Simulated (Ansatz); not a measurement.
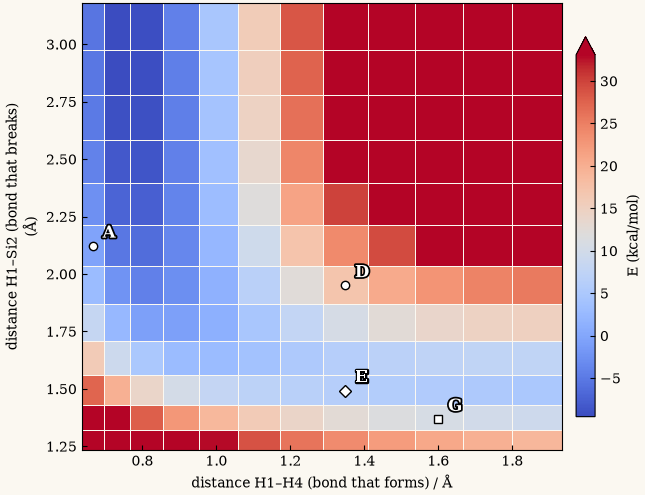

The reacting system H7Si2 (fragments H₆Si₂ + H where the first distance is long, H₂ + H₅Si₂ where the second is long), spin multiplicity 2. The first coordinate is: distance H1–H4 (bond that forms); the second: distance H1–Si2 (bond that breaks). Relaxed at each point: all other coordinates. The grid has 12 × 12 points. Points are written as (first, second). Energies: kcal/mol, counted from a guessed transition structure relaxed with its forming and breaking bonds held. Theory: UKS PBE0-D4/def2-SVP in Ansatz.

Drawn: one coloured cell a grid point, one colour for all values above the top of the scale, lettered points.

Is A the lowest point of the computed grid?

No. A lies 9 kcal/mol above the lowest grid point, which is at (0.726 Å, 3.078 Å).

Rank the lettered points by energy, lowest first.

A (−0.46 kcal/mol), E (6 kcal/mol), G (11 kcal/mol), D (17 kcal/mol).
